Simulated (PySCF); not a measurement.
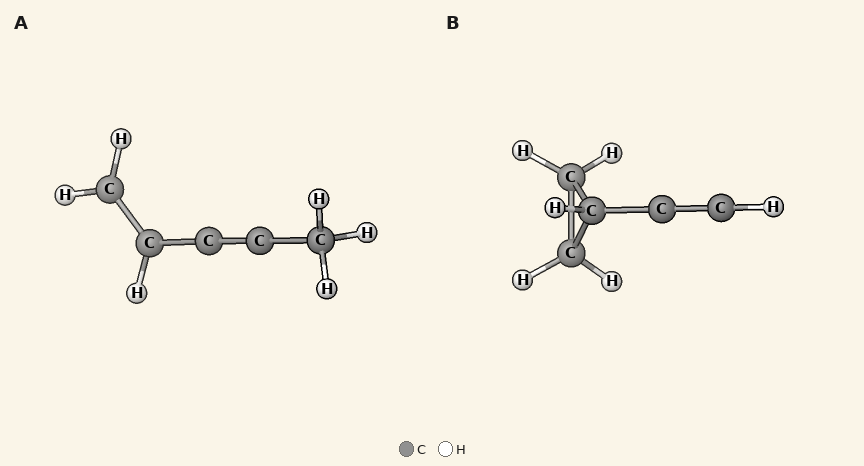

2 stationary structures of one formula. Geometries: PBE0-D3(BJ)/def2-SVP. Electronic energies: PBE0-D3(BJ)/def2-SVP (PySCF 2.14.0), without zero-point energy. No frequency run is at hand to confirm each as a minimum.

Are they conformers, stereoisomers or constitutional isomers?

They are constitutional isomers of C5H6: A `C=CC#CC`, B `C#CC1CC1`.

Rank them by energy, lowest first.

A is lowest; B lies 8.8 kcal/mol above it.
